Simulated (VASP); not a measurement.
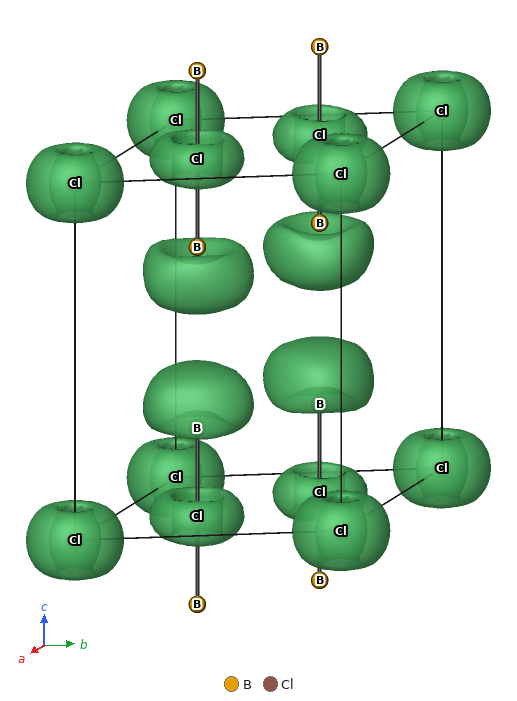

B4Cl3. Isosurface of the electron localisation function at 0.85 (green), seen slightly off an axis. Only the valence region is drawn (cores and ρ < 0.01 e/Å³ removed). Sticks mark near contacts.

Space group P6/mmm; a generated structure, not necessarily the stable one.

Computed with Kohn-Sham DFT of a periodic cell, PBE, VASP PAW PBE potentials, recommended (VASP).

```
B Cl
1.0
     5.54211    0.00000    0.00000
    -2.77105    4.79960    0.00000
     0.00000    0.00000    7.61051
B Cl
4 3
Direct
  0.33333 0.66667 0.75303
  0.33333 0.66667 0.24697
  0.66667 0.33333 0.24697
  0.66667 0.33333 0.75303
  0.33333 0.66667 0.00000
  0.66667 0.33333 0.00000
  0.00000 0.00000 0.00000
```

Where are the electrons localised?

Answer. The surface consists of four lobes on B, pointing away from the bonds (lone pairs) and three regions wrapped around Cl (the valence shell of each), counted in one cell of 7 atoms. Regions shared between cells count once. Profiles from the grid: B–Cl (1.88 Å): the ELF peaks at about 0.80 between the atoms (a shared but strongly polarised pair).
